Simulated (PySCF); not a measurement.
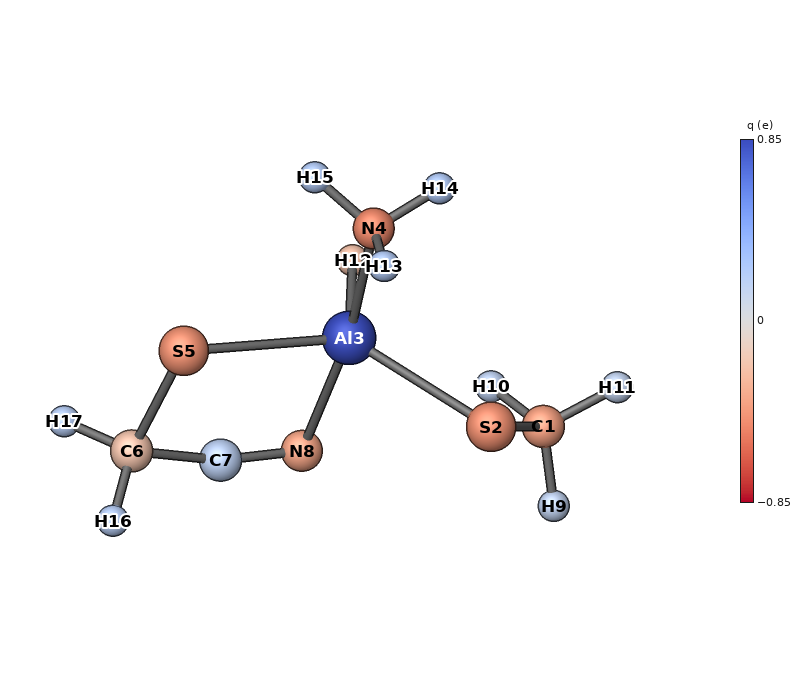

Atoms are coloured by their Mulliken charges. Computed geometry: GFN2-xTB optimisation. No frequency run is at hand to confirm it as a minimum. Level of theory: PBE0/pcSseg-1, gas phase (PySCF 2.14.0).

List the Mulliken charges.

| atom | value (e) |
| --- | --- |
| C1 | −0.38 |
| S2 | −0.45 |
| Al3 | 0.83 |
| N4 | −0.48 |
| S5 | −0.44 |
| C6 | −0.21 |
| C7 | 0.18 |
| N8 | −0.37 |
| H9 | 0.15 |
| H10 | 0.16 |
| H11 | 0.14 |
| H12 | −0.22 |
| H13 | 0.22 |
| H14 | 0.23 |
| H15 | 0.22 |
| H16 | 0.21 |
| H17 | 0.20 |

Mulliken values depend strongly on the basis set and can even reverse the polarity of a bond. The geometry is semi-empirical. Around Al such bond lengths and angles can be off by a tenth of an ångström or more and by several degrees, and values that hang on the shape move with them.
